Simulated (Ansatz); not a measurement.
## Single-point calculation of S2F2

S2F2, SMILES FSSF, computed with RKS PBE0-D4/def2-TZVPP (Ansatz 0.2.0).

The geometry comes from this level: PBE0-D4/def2-TZVP.

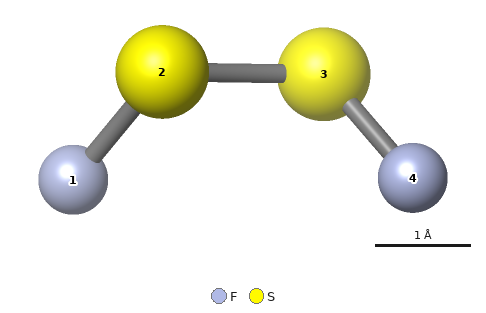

*The input geometry (ball-and-stick view, seen on its broad side; atoms are numbered from 1 in the order of the input).*

Bond lengths as drawn: F–S 1.63 Å and S–S 1.89 Å.

## Input file
```yaml
crystal:
  periodic: [false, false, false]
  atoms:
    - {symbol: F, position_ang: [-1.784062, -0.198740, -0.621120]}
    - {symbol: S, position_ang: [-0.467414, 0.764627, -0.631879]}
    - {symbol: S, position_ang: [1.044718, -0.276866, -0.185188]}
    - {symbol: F, position_ang: [1.206747, -0.289009, 1.438186]}
basis:
  gaussian: {orbitals: def2-TZVPP}
hamiltonian: {xc: pbe0, dispersion: d4}
output: {orbitals: {seedname: orbitals}}
```

Run on 4 threads of Arm Neoverse V1, 23 GiB of memory available, shared host.

Command:
```bash
ansatz run in.yaml --threads 4 --pin off --events-out ev --progress --plain --max-ram 10444MiB
```

## The program's output
```
Functional definition: PBE0
  name "PBE0"
  cite "Adamo & Barone, J. Chem. Phys. 110, 6158 (1999) doi:10.1063/1.478522"
  cite "Perdew, Burke & Ernzerhof, Phys. Rev. Lett. 77, 3865 (1996) doi:10.1103/PhysRevLett.77.3865"
  parent pbe
  parameter a = 0.25
  parameter kappa = 0.804
  parameter beta = 0.06672455060314922
  exchange = (1 - a)*pbe_x(kappa = kappa, mu = beta*pi^2/3) + a*exact_x
  correlation = pbe_c(beta = beta)
942 factors; their error is unknown
mean field evaluation 1: about -27092.1766 eV, gradient 3.8e1 eV
mean field evaluation 2: about -27086.7304 eV, gradient 7.2e1 eV
mean field evaluation 4: about -27094.2296 eV, gradient 1.5e0 eV
mean field evaluation 8: about -27094.2777 eV, gradient 2.8e-2 eV
mean field evaluation 16: about -27094.2777 eV, gradient 1.6e-5 eV
mean field -27094.27773229 eV, -995.6963415007 hartree, gradient 1.6e-5 eV, S^2 0.000000; 0 other end points of the search recorded, 0 dependent functions left out
reference -27094.27775073 eV, -995.6963421782 hartree; 25, 25 occupied and 121, 121 virtual orbitals, 942 factors
Total energy: -27094.35398273 eV, -995.6991436525 hartree
```

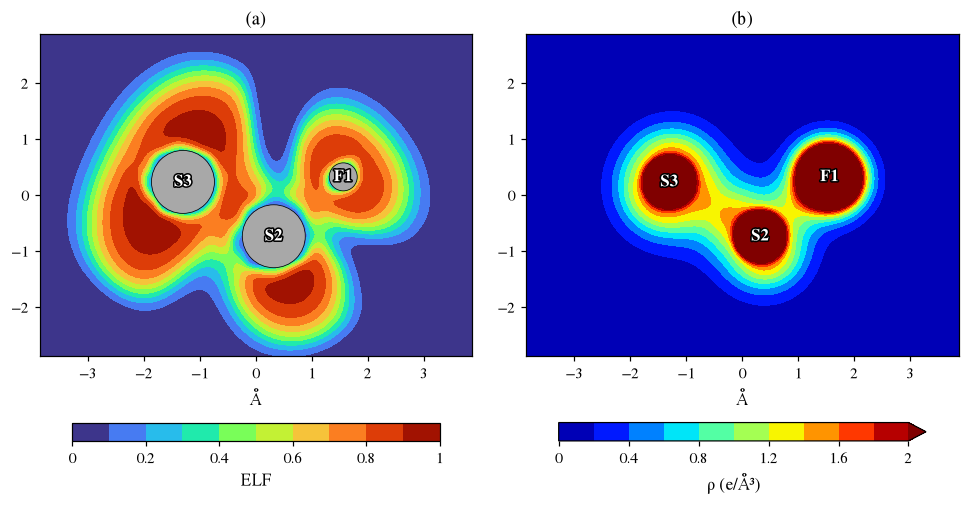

*(a) electron localisation function; (b) electron density on the plane of atoms F1, S2 and S3. Grey discs, where drawn, cover atomic cores.*

The plane passes through F and S nuclei. S–S (1.89 Å): ρ at the midpoint is about 1.4 e/Å³; the ELF peaks at about 0.85 between the atoms (a shared electron pair).

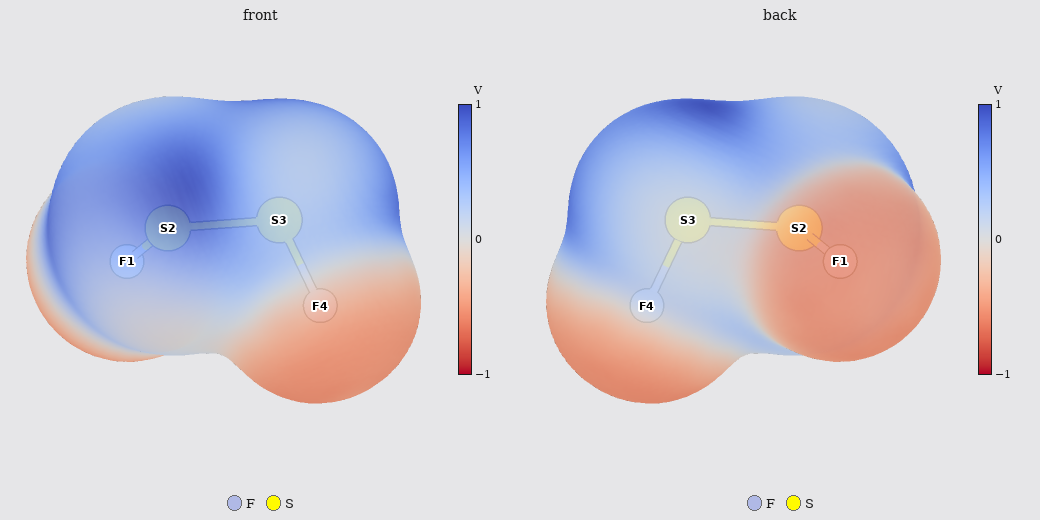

*The molecular electrostatic potential painted on the density surface at 0.001 e/bohr³, seen at a tilt and from behind; the colour scale runs from red (negative) to blue (positive).*

A positive charge is drawn to the negative regions and a negative charge to the positive ones.

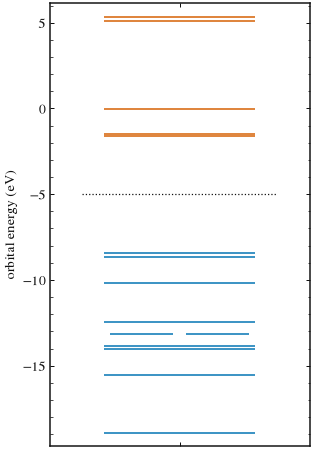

*Orbital energies near the frontier; the dotted line parts filled from empty levels, and levels within 0.02 eV of each other stand side by side.*

Highest filled −8.43 eV, lowest empty −1.59 eV, 6.84 eV apart.

## Results in brief

- outcome: converged
- total energy: −27094.3540 eV
- mean-field energy: −27094.2778 eV
- dispersion energy: −0.0762 eV
- SCF solution under orbital rotations: stable
- HOMO: −8.43 eV
- LUMO: −1.59 eV
- wall time: 0.9 s (CPU time 3.1 s)
- peak memory: 0.3 GiB
